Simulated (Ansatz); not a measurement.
## Profile along the Ir–Ir line in ZrIr2 (cubic Laves, MgCu2 type)

ZrIr2 (cubic Laves, MgCu2 type)

```yaml
crystal:
  lattice:
    - [0.00000, 3.67323, 3.67323]
    - [3.67323, 0.00000, 3.67323]
    - [3.67323, 3.67323, 0.00000]
  atoms:
    - { symbol: Zr, position: [0.50000, 0.50000, 0.50000] }
    - { symbol: Zr, position: [0.75000, 0.75000, 0.75000] }
    - { symbol: Ir, position: [0.62500, 0.12500, 0.12500] }
    - { symbol: Ir, position: [0.12500, 0.12500, 0.62500] }
    - { symbol: Ir, position: [0.12500, 0.62500, 0.12500] }
    - { symbol: Ir, position: [0.12500, 0.12500, 0.12500] }
```

Fields along a shortest Ir–Ir line of a {100} plane (2.60 Å), from Ir to Ir, interpolated on the slice's grid (step about 0.3 Å). Computed with PBEsol (plane waves to 420 eV, PAW, scalar-relativistic; Ansatz, a program for electronic structure). k mesh 11×11×11. These are valence fields of a PAW run, semicore shells included where kept as valence: close to a nucleus they are smooth pseudo fields. Spin-orbit coupling is left out, though Ir is heavy. ZrIr2 is run without spin polarisation. ZrIr2 was relaxed with its symmetry unable to fall.

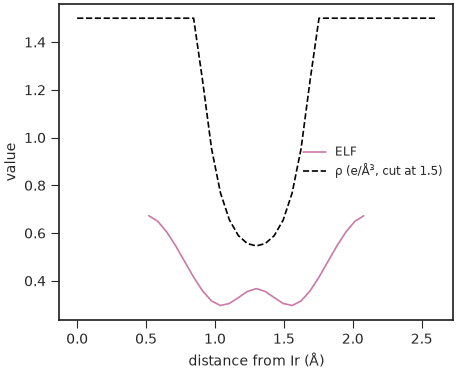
Fig. 1. ELF (away from the nuclei) and valence density from Ir to Ir.

Density on the Ir–Ir line (2.60 Å) at its midpoint: 0.55 e/Å³. ELF at that point: 0.37.
